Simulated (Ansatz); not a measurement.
**CH₄FGa: single points with varied inputs**

Aim: run CH₄FGa under a spread of inputs, and see what each costs and gives.

The runs use Ansatz 0.2.0, Gaussian basis; the settings change from run to run.

## (1) The molecule

The structure was relaxed beforehand with PBE0-D4 in a triple-zeta def2 set.

SMILES `F[CH2][GaH2]`, 7 atoms, charge 0, spin multiplicity 1.

Atoms are counted from 1 here; the program's logs count them from 0.

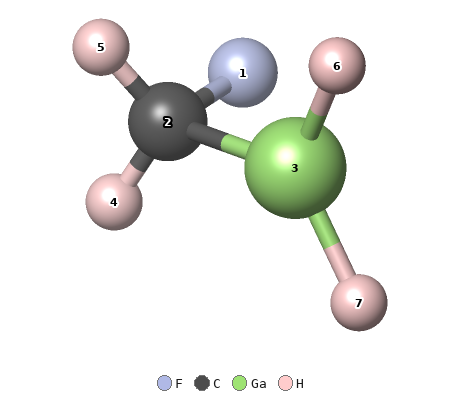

The geometry (fluorine light blue, carbon dark grey, gallium green, hydrogen pink); atoms are numbered from 1 in the order of the file.

As a file:

```mol
CH4FGa
  3D, bonds by distance, orders not assigned

  7  6  0  0  0  0  0  0  0  0999 V2000
   -1.0085    0.2836   -1.4392 F   0  0
   -0.6572   -0.5229   -0.3415 C   0  0
    0.8158    0.5076    0.5431 Ga  0  0
   -0.3561   -1.4981   -0.7317 H   0  0
   -1.5517   -0.6514    0.2729 H   0  0
    0.4613    1.5831    1.6295 H   0  0
    2.2964    0.2981    0.0669 H   0  0
  1  2  8  0
  2  3  8  0
  2  4  8  0
  2  5  8  0
  3  6  8  0
  3  7  8  0
M  END
```

## (2) r2SCANh/aug-cc-pVDZ

This run has charge -1, multiplicity 2, atoms shaken by 0.03 Å.

in.yaml reads:

```yaml
crystal:
  periodic: [false, false, false]
  atoms:
    - {symbol: F, position_ang: [-0.971442, 0.289409, -1.394652]}
    - {symbol: C, position_ang: [-0.649673, -0.502096, -0.312482]}
    - {symbol: Ga, position_ang: [0.773116, 0.528543, 0.537371]}
    - {symbol: H, position_ang: [-0.337830, -1.486739, -0.690211]}
    - {symbol: H, position_ang: [-1.499986, -0.610370, 0.292790]}
    - {symbol: H, position_ang: [0.498510, 1.570971, 1.638237]}
    - {symbol: H, position_ang: [2.281196, 0.295734, 0.054760]}
basis:
  gaussian: {orbitals: aug-cc-pVDZ}
total_charge: -1
magnetization: {spin_polarized: true, initial_magnetization: 1}
hamiltonian: {xc: {name: r2SCANh}}
```

Launch:

```bash
$ ansatz run in.yaml --threads 2 --pin off --events-out ev --progress --plain --max-ram 32768MiB --backend cpu
```

The log of the run:

```text
Functional definition: r2SCANh
  name "r2SCANh"
  cite "Bursch, Neugebauer, Ehlert & Grimme, J. Chem. Phys. 156, 134105 (2022) doi:10.1063/5.0086040"
  cite "Furness, Kaplan, Ning, Perdew & Sun, J. Phys. Chem. Lett. 11, 8208 (2020) doi:10.1021/acs.jpclett.0c02405"
  cite "Furness, Kaplan, Ning, Perdew & Sun, J. Phys. Chem. Lett. 11, 9248 (2020) doi:10.1021/acs.jpclett.0c03077"
  parent r2scan
  parameter a = 0.1
  parameter k0 = 0.174
  parameter k1 = 0.065
  parameter a1 = 4.9479
  exchange = (1 - a)*r2scan_x(k0 = k0, k1 = k1, a1 = a1) + a*exact_x
  correlation = r2scan_c
1150 factors; their error is unknown
mean field evaluation 1: about -56188.0591 eV, gradient 3.4e1 eV
mean field evaluation 2: about -56184.7199 eV, gradient 4.9e1 eV
mean field evaluation 4: about -56192.9761 eV, gradient 9.8e-1 eV
mean field evaluation 8: about -56193.0787 eV, gradient 1.7e-1 eV
mean field evaluation 16: about -56193.0789 eV, gradient 2.4e-4 eV
mean field evaluation 32: about -56192.3259 eV, gradient 2.0e0 eV
mean field -56193.07888799 eV, -2065.0575600969 hartree, gradient 3.0e-5 eV, S^2 0.754695; 5 other end points of the search recorded, 0 dependent functions left out
reference -56193.07896861 eV, -2065.0575630596 hartree; 26, 25 occupied and 92, 93 virtual orbitals, 1150 factors
Total energy: -56193.07896861 eV, -2065.0575630596 hartree
```

Wall time 12 s (2 threads of AMD EPYC 7R13, shared host); peak memory 0.5 GiB.

⟨S²⟩ 0.755.

## (3) B97/cc-pVDZ

This run has relativity set to none, the search for lower states set to full.

in.yaml reads:

```yaml
crystal:
  periodic: [false, false, false]
  atoms:
    - {symbol: F, position_ang: [-1.008492, 0.283600, -1.439191]}
    - {symbol: C, position_ang: [-0.657242, -0.522893, -0.341493]}
    - {symbol: Ga, position_ang: [0.815843, 0.507619, 0.543070]}
    - {symbol: H, position_ang: [-0.356097, -1.498145, -0.731682]}
    - {symbol: H, position_ang: [-1.551691, -0.651430, 0.272865]}
    - {symbol: H, position_ang: [0.461303, 1.583110, 1.629516]}
    - {symbol: H, position_ang: [2.296386, 0.298140, 0.066904]}
basis:
  gaussian: {orbitals: cc-pVDZ}
hamiltonian: {xc: {name: B97}, pseudopotentials: {relativity: none}}
scf: {lower_state_search: full}
```

Launched as before.

The log of the run, cut to the lines that bear on the results:

```text
Functional definition: B97
  name "B97"
  cite "Becke, J. Chem. Phys. 107, 8554 (1997) doi:10.1063/1.475007"
[...]
      + integral(e_c_pw_opposite_spin*poly(b97_u_opposite, cos0, cos1, cos2))
754 factors; integrals over basis functions are off by at most 8.6e-4 eV
[...]
mean field -56191.34131736 eV, -2064.9937055540 hartree, gradient 5.4e-6 eV, S^2 0.000000; 0 other end points of the search recorded, 0 dependent functions left out
reference -56191.34134165 eV, -2064.9937064465 hartree; 25, 25 occupied and 50, 50 virtual orbitals, 754 factors
Total energy: -56191.34134165 eV, -2064.9937064465 hartree
```

Run time: 2.6 s. Hardware: 2 threads of AMD EPYC 7R13, shared host.

## (4) B97/cc-pVTZ-DK

This run has a grid of angular degree 47.

Edit in.yaml of step 3 so:

```diff
@@ -11,4 +11,4 @@
 basis:
-  gaussian: {orbitals: cc-pVDZ}
-hamiltonian: {xc: {name: B97}, pseudopotentials: {relativity: none}}
-scf: {lower_state_search: full}
+  gaussian: {orbitals: cc-pVTZ-DK, final_grid: {core_spheres: 20, valence_spheres: 16, degree: 47}}
+hamiltonian: {xc: {name: B97}}
+output: {forces: true}
```

Same command.

The log of the run, cut to the lines that bear on the results:

```text
Functional definition: B97
  name "B97"
  cite "Becke, J. Chem. Phys. 107, 8554 (1997) doi:10.1063/1.475007"
[...]
      + integral(e_c_pw_opposite_spin*poly(b97_u_opposite, cos0, cos1, cos2))
955 factors; their error is unknown
[...]
mean field -56713.97149714 eV, -2084.2000104092 hartree, gradient 9.7e-6 eV, S^2 0.000000; 0 other end points of the search recorded, 0 dependent functions left out
[...]
reference -56713.97152403 eV, -2084.2000113976 hartree; 25, 25 occupied and 134, 134 virtual orbitals, 955 factors
Total energy: -56713.97152403 eV, -2084.2000113976 hartree
Relativity: scalar
Atom 0 at    -1.008492     0.283600    -1.439191 Å, force    -0.058197     0.157686    -0.202655 eV/Å
Atom 1 at    -0.657242    -0.522893    -0.341493 Å, force    -0.004946    -0.155857     0.125767 eV/Å
Atom 2 at     0.815843     0.507619     0.543070 Å, force     0.112797     0.064189     0.079744 eV/Å
Atom 3 at    -0.356097    -1.498145    -0.731682 Å, force     0.015980    -0.025733     0.007853 eV/Å
Atom 4 at    -1.551691    -0.651430     0.272865 Å, force    -0.009266    -0.007840     0.028631 eV/Å
Atom 5 at     0.461303     1.583110     1.629516 Å, force     0.022115    -0.051468    -0.062152 eV/Å
Atom 6 at     2.296386     0.298140     0.066904 Å, force    -0.078483     0.019023     0.022813 eV/Å
Dipole moment:     0.036267    -0.239798     0.245128 e Å
```

Run time: 4.8 s. Hardware: 2 threads of AMD EPYC 7R13, shared host.

Largest force 0.263 eV/Å, dipole 1.66 D.

## (5) wB97/cc-pVDZ

This run has charge +1, multiplicity 2, atoms shaken by 0.08 Å.

in.yaml reads:

```yaml
crystal:
  periodic: [false, false, false]
  atoms:
    - {symbol: F, position_ang: [-0.946658, 0.329884, -1.545187]}
    - {symbol: C, position_ang: [-0.499928, -0.549450, -0.268447]}
    - {symbol: Ga, position_ang: [0.862287, 0.505454, 0.502706]}
    - {symbol: H, position_ang: [-0.322210, -1.412240, -0.710911]}
    - {symbol: H, position_ang: [-1.477102, -0.770373, 0.417831]}
    - {symbol: H, position_ang: [0.496543, 1.630488, 1.581384]}
    - {symbol: H, position_ang: [2.277309, 0.266301, 0.034391]}
basis:
  gaussian: {orbitals: cc-pVDZ}
total_charge: 1
magnetization: {spin_polarized: true, initial_magnetization: 1}
hamiltonian: {xc: {name: wB97}}
output: {forces: true}
```

Same command.

The log of the run, cut to the lines that bear on the results:

```text
Functional definition: wB97
  name "wB97"
  cite "Chai & Head-Gordon, J. Chem. Phys. 128, 084106 (2008) doi:10.1063/1.2834918"
  cite "Becke, J. Chem. Phys. 107, 8554 (1997) doi:10.1063/1.475007"
[...]
  # The coefficients of nought are those of the uniform gas.
[...]
      + integral(e_c_pw_opposite_spin*poly(b97_u_opposite, 1, cos1, cos2, cos3, cos4))
926 factors; their error is unknown
289 factors; integrals over basis functions are off by at most 1.5e-5 eV
[...]
mean field -56186.52638557 eV, -2064.8167600744 hartree, gradient 1.3e-5 eV, S^2 0.759564; 2 other end points of the search recorded, 0 dependent functions left out
[...]
reference -56186.52637608 eV, -2064.8167597256 hartree; 25, 24 occupied and 50, 51 virtual orbitals, 926 factors
Total energy: -56186.52637608 eV, -2064.8167597256 hartree
Atom 0 at    -0.946658     0.329884    -1.545187 Å, force     1.783896    -2.291088     4.705628 eV/Å
Atom 1 at    -0.499928    -0.549450    -0.268447 Å, force    -8.110496     3.193212    -2.866107 eV/Å
Atom 2 at     0.862287     0.505454     0.502706 Å, force     1.625767     3.965952     2.834036 eV/Å
Atom 3 at    -0.322210    -1.412240    -0.710911 Å, force     2.163620    -4.789287    -2.547607 eV/Å
Atom 4 at    -1.477102    -0.770373     0.417831 Å, force     2.143340     1.535265    -0.727441 eV/Å
Atom 5 at     0.496543     1.630488     1.581384 Å, force    -0.248673    -0.748818    -0.613118 eV/Å
Atom 6 at     2.277309     0.266301     0.034391 Å, force     0.642547    -0.865236    -0.785391 eV/Å
Dipole moment:    -0.068331    -0.550586     0.281172 e Å
```

Run time: 12 s. Hardware: 2 threads of AMD EPYC 7R13, shared host.

Largest force 9.176 eV/Å, ⟨S²⟩ 0.760.

## (6) BLYP/aug-cc-pVDZ

Options: D4 dispersion.

in.yaml reads:

```yaml
crystal:
  periodic: [false, false, false]
  atoms:
    - {symbol: F, position_ang: [-1.008492, 0.283600, -1.439191]}
    - {symbol: C, position_ang: [-0.657242, -0.522893, -0.341493]}
    - {symbol: Ga, position_ang: [0.815843, 0.507619, 0.543070]}
    - {symbol: H, position_ang: [-0.356097, -1.498145, -0.731682]}
    - {symbol: H, position_ang: [-1.551691, -0.651430, 0.272865]}
    - {symbol: H, position_ang: [0.461303, 1.583110, 1.629516]}
    - {symbol: H, position_ang: [2.296386, 0.298140, 0.066904]}
basis:
  gaussian: {orbitals: aug-cc-pVDZ}
hamiltonian: {xc: {name: BLYP}, dispersion: d4}
output: {forces: true}
```

Same command.

The log of the run, cut to the lines that bear on the results:

```text
Functional definition: BLYP
  name "BLYP"
  cite "Becke, Phys. Rev. A 38, 3098 (1988) doi:10.1103/PhysRevA.38.3098"
  cite "Lee, Yang & Parr, Phys. Rev. B 37, 785 (1988) doi:10.1103/PhysRevB.37.785"
[...]
1118 factors; their error is unknown
[...]
mean field -56196.44141389 eV, -2065.1811306443 hartree, gradient 5.9e-5 eV, S^2 0.000000; 0 other end points of the search recorded, 0 dependent functions left out
[...]
reference -56196.44181849 eV, -2065.1811455130 hartree; 25, 25 occupied and 93, 93 virtual orbitals, 1118 factors
Total energy: -56196.65889546 eV, -2065.1891229445 hartree
Atom 0 at    -1.008492     0.283600    -1.439191 Å, force    -0.333155     0.761622    -1.038879 eV/Å
Atom 1 at    -0.657242    -0.522893    -0.341493 Å, force     0.232114    -0.525562     0.719025 eV/Å
Atom 2 at     0.815843     0.507619     0.543070 Å, force     0.235254     0.123806     0.175403 eV/Å
Atom 3 at    -0.356097    -1.498145    -0.731682 Å, force     0.133271    -0.434328    -0.179787 eV/Å
Atom 4 at    -1.551691    -0.651430     0.272865 Å, force    -0.403289    -0.054152     0.270535 eV/Å
Atom 5 at     0.461303     1.583110     1.629516 Å, force    -0.050052     0.146903     0.127786 eV/Å
Atom 6 at     2.296386     0.298140     0.066904 Å, force     0.185857    -0.018289    -0.074084 eV/Å
Dipole moment:     0.039217    -0.238564     0.247575 e Å
```

Run time: 2.1 s. Hardware: 2 threads of AMD EPYC 7R13, shared host.

Largest force 1.331 eV/Å, dipole 1.66 D.

## (7) wPBEh/cc-pVTZ-DK

This run has a grid of angular degree 23.

Edit in.yaml of step 6 so:

```diff
@@ -11,4 +11,3 @@
 basis:
-  gaussian: {orbitals: aug-cc-pVDZ}
-hamiltonian: {xc: {name: BLYP}, dispersion: d4}
-output: {forces: true}
+  gaussian: {orbitals: cc-pVTZ-DK, final_grid: {core_spheres: 8, valence_spheres: 7, degree: 23}}
+hamiltonian: {xc: {name: wPBEh}}
```

Launched as before.

The log of the run, cut to the lines that bear on the results:

```text
Functional definition: wPBEh
  name "wPBEh"
  cite "Heyd, Scuseria & Ernzerhof, J. Chem. Phys. 118, 8207 (2003) doi:10.1063/1.1564060"
  cite "Krukau, Vydrov, Izmaylov & Scuseria, J. Chem. Phys. 125, 224106 (2006) doi:10.1063/1.2404663"
  cite "Heyd & Scuseria, J. Chem. Phys. 120, 7274 (2004) doi:10.1063/1.1668634"
  cite "Ernzerhof & Perdew, J. Chem. Phys. 109, 3313 (1998) doi:10.1063/1.476928"
  cite "Perdew, Burke & Ernzerhof, Phys. Rev. Lett. 77, 3865 (1996) doi:10.1103/PhysRevLett.77.3865"
  parent pbe
[...]
974 factors; their error is unknown
88 factors; integrals over basis functions are off by at most 4.7e-7 eV
[...]
mean field -56707.54369942 eV, -2083.9637931999 hartree, gradient 3.3e-5 eV, S^2 0.000000; 0 other end points of the search recorded, 0 dependent functions left out
reference -56707.54374490 eV, -2083.9637948714 hartree; 25, 25 occupied and 134, 134 virtual orbitals, 974 factors
Total energy: -56707.54374490 eV, -2083.9637948714 hartree
Relativity: scalar
```

Wall time 2.3 s (2 threads of AMD EPYC 7R13, shared host).

## (8) wPBEh/cc-pVTZ-DK

Set apart from the defaults: atoms shaken by 0.15 Å, the search for lower states set to light.

in.yaml reads:

```yaml
crystal:
  periodic: [false, false, false]
  atoms:
    - {symbol: F, position_ang: [-0.985424, 0.120001, -1.392697]}
    - {symbol: C, position_ang: [-0.675517, -0.457942, -0.325315]}
    - {symbol: Ga, position_ang: [0.905167, 0.479824, 0.651120]}
    - {symbol: H, position_ang: [-0.019950, -1.212391, -0.732217]}
    - {symbol: H, position_ang: [-1.806738, -0.532117, 0.282216]}
    - {symbol: H, position_ang: [0.466929, 1.510247, 1.571342]}
    - {symbol: H, position_ang: [2.373505, 0.089630, 0.221782]}
basis:
  gaussian: {orbitals: cc-pVTZ-DK}
hamiltonian: {xc: {name: wPBEh}}
scf: {lower_state_search: light}
output: {forces: true}
```

Launched as before.

The log of the run, cut to the lines that bear on the results:

```text
Functional definition: wPBEh
  name "wPBEh"
  cite "Heyd, Scuseria & Ernzerhof, J. Chem. Phys. 118, 8207 (2003) doi:10.1063/1.1564060"
  cite "Krukau, Vydrov, Izmaylov & Scuseria, J. Chem. Phys. 125, 224106 (2006) doi:10.1063/1.2404663"
  cite "Heyd & Scuseria, J. Chem. Phys. 120, 7274 (2004) doi:10.1063/1.1668634"
  cite "Ernzerhof & Perdew, J. Chem. Phys. 109, 3313 (1998) doi:10.1063/1.476928"
  cite "Perdew, Burke & Ernzerhof, Phys. Rev. Lett. 77, 3865 (1996) doi:10.1103/PhysRevLett.77.3865"
  parent pbe
[...]
974 factors; their error is unknown
90 factors; integrals over basis functions are off by at most 4.9e-7 eV
[...]
mean field -56705.76029210 eV, -2083.8982541897 hartree, gradient 2.7e-5 eV, S^2 0.000000; 0 other end points of the search recorded, 0 dependent functions left out
[...]
reference -56705.76033502 eV, -2083.8982557673 hartree; 25, 25 occupied and 134, 134 virtual orbitals, 974 factors
Total energy: -56705.76033502 eV, -2083.8982557673 hartree
Relativity: scalar
Atom 0 at    -0.985424     0.120001    -1.392697 Å, force    -2.039974     4.573868    -6.290775 eV/Å
Atom 1 at    -0.675517    -0.457942    -0.325315 Å, force    -0.066068    -1.674677     5.862013 eV/Å
Atom 2 at     0.905167     0.479824     0.651120 Å, force    -0.325991    -1.078371    -1.279938 eV/Å
Atom 3 at    -0.019950    -1.212391    -0.732217 Å, force    -0.754882    -2.437356     1.086190 eV/Å
Atom 4 at    -1.806738    -0.532117     0.282216 Å, force     3.659499    -0.981857    -1.005072 eV/Å
Atom 5 at     0.466929     1.510247     1.571342 Å, force    -0.158831     1.539601     1.479771 eV/Å
Atom 6 at     2.373505     0.089630     0.221782 Å, force    -0.313754     0.058790     0.147811 eV/Å
Dipole moment:     0.101338    -0.092202     0.168655 e Å
```

Wall time 3.9 s (2 threads of AMD EPYC 7R13, shared host).

Largest force 8.041 eV/Å, dipole 1.04 D.

## (9) revPBE/def2-mTZVP

Set apart from the defaults: the search for lower states set to light.

in.yaml reads:

```yaml
crystal:
  periodic: [false, false, false]
  atoms:
    - {symbol: F, position_ang: [-1.008492, 0.283600, -1.439191]}
    - {symbol: C, position_ang: [-0.657242, -0.522893, -0.341493]}
    - {symbol: Ga, position_ang: [0.815843, 0.507619, 0.543070]}
    - {symbol: H, position_ang: [-0.356097, -1.498145, -0.731682]}
    - {symbol: H, position_ang: [-1.551691, -0.651430, 0.272865]}
    - {symbol: H, position_ang: [0.461303, 1.583110, 1.629516]}
    - {symbol: H, position_ang: [2.296386, 0.298140, 0.066904]}
basis:
  gaussian: {orbitals: def2-mTZVP}
hamiltonian: {xc: {name: revPBE}}
scf: {lower_state_search: light}
output: {forces: true}
```

Same command.

The log of the run, cut to the lines that bear on the results:

```text
Functional definition: revPBE
  name "revPBE"
  cite "Zhang & Yang, Phys. Rev. Lett. 80, 890 (1998) doi:10.1103/PhysRevLett.80.890"
  cite "Perdew, Burke & Ernzerhof, Phys. Rev. Lett. 77, 3865 (1996) doi:10.1103/PhysRevLett.77.3865"
[...]
878 factors; their error is unknown
[...]
mean field -56192.30227439 eV, -2065.0290200733 hartree, gradient 1.8e-5 eV, S^2 0.000000; 0 other end points of the search recorded, 0 dependent functions left out
[...]
reference -56192.30232310 eV, -2065.0290218636 hartree; 25, 25 occupied and 61, 61 virtual orbitals, 878 factors
Total energy: -56192.30232310 eV, -2065.0290218636 hartree
Atom 0 at    -1.008492     0.283600    -1.439191 Å, force    -0.245680     0.560748    -0.765342 eV/Å
Atom 1 at    -0.657242    -0.522893    -0.341493 Å, force     0.076705    -0.387705     0.418034 eV/Å
Atom 2 at     0.815843     0.507619     0.543070 Å, force     0.139810     0.033938     0.136833 eV/Å
Atom 3 at    -0.356097    -1.498145    -0.731682 Å, force     0.073543    -0.305376    -0.071565 eV/Å
Atom 4 at    -1.551691    -0.651430     0.272865 Å, force    -0.243678    -0.080461     0.194617 eV/Å
Atom 5 at     0.461303     1.583110     1.629516 Å, force    -0.052965     0.196285     0.174051 eV/Å
Atom 6 at     2.296386     0.298140     0.066904 Å, force     0.252265    -0.017430    -0.086628 eV/Å
Dipole moment:     0.034869    -0.246712     0.249241 e Å
```

Run time: 1.3 s. Hardware: 2 threads of AMD EPYC 7R13, shared host.

Largest force 0.980 eV/Å, dipole 1.69 D.

## (10) HF/6-31G*

This run has density fitting with def2-universal-jkfit.

Edit in.yaml of step 9 so:

```diff
@@ -11,5 +11,3 @@
 basis:
-  gaussian: {orbitals: def2-mTZVP}
-hamiltonian: {xc: {name: revPBE}}
-scf: {lower_state_search: light}
-output: {forces: true}
+  gaussian: {orbitals: "6-31G*", fitting: {mean_field: def2-universal-jkfit}}
+hamiltonian: {xc: {name: HF}}
```

The command is unchanged.

The log of the run:

```text
Functional definition: HF
  name "HF"
  cite "Fock, Z. Phys. 61, 126 (1930) doi:10.1007/BF01340294"
  parent pbe
  exchange = exact_x
  correlation = 0
490 factors; integrals over basis functions are off by at most 8.3e-2 eV
mean field evaluation 1: about -56123.6566 eV, gradient 2.1e1 eV
mean field evaluation 2: about -56124.6435 eV, gradient 1.1e1 eV
mean field evaluation 4: about -56124.8301 eV, gradient 4.4e-1 eV
mean field -56124.83123834 eV, -2062.5495052319 hartree, gradient 2.6e-5 eV, S^2 0.000000; 0 other end points of the search recorded, 0 dependent functions left out
reference -56124.83123834 eV, -2062.5495052319 hartree; 25, 25 occupied and 48, 48 virtual orbitals, 490 factors
Total energy: -56124.83123834 eV, -2062.5495052319 hartree
```

Wall time 0.46 s (2 threads of AMD EPYC 7R13, shared host).

## (11) All runs side by side

| level | charge | multiplicity | geometry | functions | energy (eV) | time |
| --- | --- | --- | --- | --- | --- | --- |
| r2SCANh/aug-cc-pVDZ | -1 | 2 | shaken | 118 | -56193.079 | 12 s |
| B97/cc-pVDZ | 0 | 1 | relaxed | 75 | -56191.341 | 2.6 s |
| B97/cc-pVTZ-DK | 0 | 1 | relaxed | 159 | -56713.972 | 4.8 s |
| wB97/cc-pVDZ | 1 | 2 | shaken | 75 | -56186.526 | 12 s |
| BLYP/aug-cc-pVDZ | 0 | 1 | relaxed | 118 | -56196.659 | 2.1 s |
| wPBEh/cc-pVTZ-DK | 0 | 1 | relaxed | 159 | -56707.544 | 2.3 s |
| wPBEh/cc-pVTZ-DK | 0 | 1 | shaken | 159 | -56705.760 | 3.9 s |
| revPBE/def2-mTZVP | 0 | 1 | relaxed | 86 | -56192.302 | 1.3 s |
| HF/6-31G* | 0 | 1 | relaxed | 73 | -56124.831 | 0.46 s |

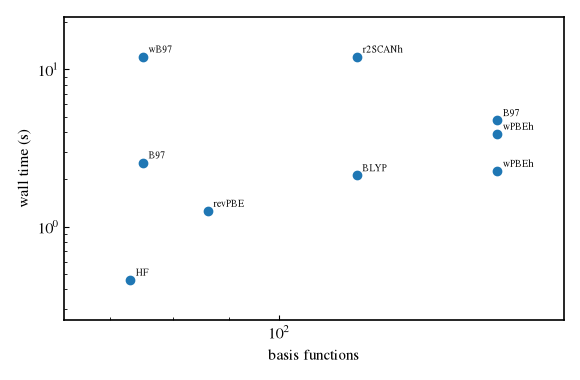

Wall time against the number of basis functions (shared host).

## (12) Results

| quantity | value |
| --- | --- |
| runs | 9 |
| quickest | HF/6-31G*, 0.46 s |
| slowest | wB97/cc-pVDZ, 12 s |
| spread of total energies, same state and geometry | 589.1 eV |
| dipole, same state and geometry | 1.66 to 1.69 D |

In words: wB97/cc-pVDZ took 26 times as long as HF/6-31G*. The jobs differ in tasks and options as well as level. The totals spread over 589 eV; they can't be compared across methods or bases. Some of these runs are scalar-relativistic and others not, which shifts the totals of all-electron atoms past neon by eV; core potentials, where a basis has them, take the core out of the total altogether. At the PBE0-D4/def2-TZVP geometry and in the same state, runs without warnings or point charges leave forces up to 1.33 eV/Å (BLYP/aug-cc-pVDZ), against 8.0 eV/Å where the atoms were moved. At that geometry and state the dipole changes by 2 % between the lowest and highest value.
